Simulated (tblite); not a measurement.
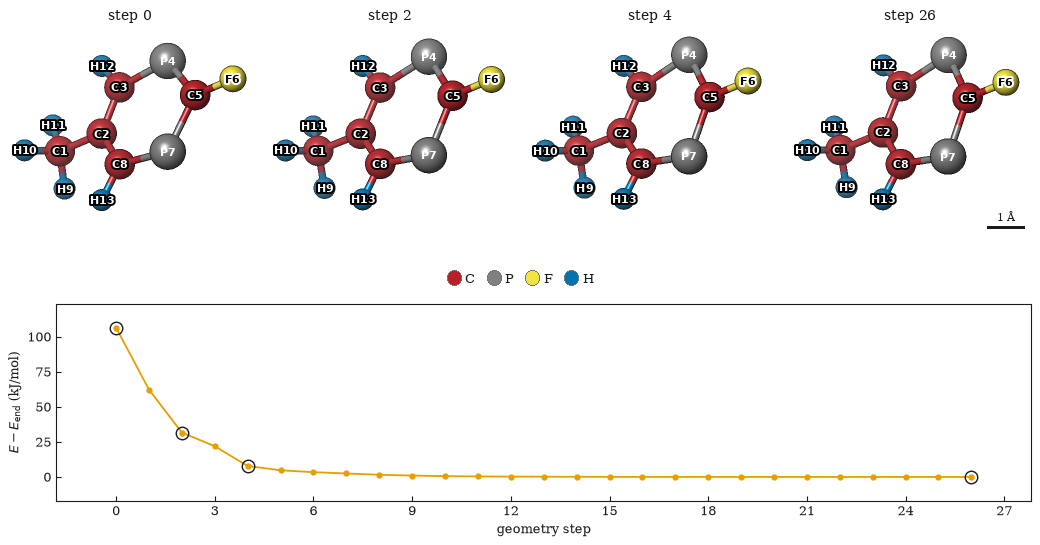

Frames of a relaxation of C$_{5}$H$_{5}$FP$_{2}$, marked on the history of the run. The picture is a ball-and-stick view, seen from a free direction.

All numbers below come from GFN2-xTB geometry optimisation, gas phase (tblite). 

Q: What happens along the run?

A: Over 26 geometry steps the energy falls by 106.4 kJ/mol. The largest move after the best rigid fit is that of C5, 0.28 Å. By element the largest moves are C 0.28 Å, F 0.26 Å, P 0.17 Å, H 0.09 Å. Near-neighbour distances that change, for instance: P4–P7 2.859 → 3.191 Å, C1–H10 1.132 → 1.090 Å, C5–F6 1.343 → 1.364 Å, C3–H12 1.102 → 1.084 Å. Among the angles between lasting bonds that change: P4–C5–P7 110.5° → 133.5°, C5–P7–C8 117.4° → 100.9°, F6–C5–P7 126.0° → 113.2°. From step 0 to 2: P7 moves most (0.13 Å), energy −74.8 kJ/mol. From step 2 to 4: F6 moves most (0.13 Å), energy −23.9 kJ/mol. From step 4 to 26: F6 moves most (0.08 Å), energy −7.80 kJ/mol.

```
step  E − E(0), kJ/mol
   0              0.00
   1            -44.14
   2            -74.80
   3            -84.56
   4            -98.65
   5           -101.70
   6           -103.06
   7           -103.98
   8           -104.92
   9           -105.46
  10           -105.88
  11           -106.10
  12           -106.21
  13           -106.28
  14           -106.34
  15           -106.39
  16           -106.42
  17           -106.42
  18           -106.43
  19           -106.43
  20           -106.43
  21           -106.44
  22           -106.44
  23           -106.44
  24           -106.45
  25           -106.45
  26           -106.45
```
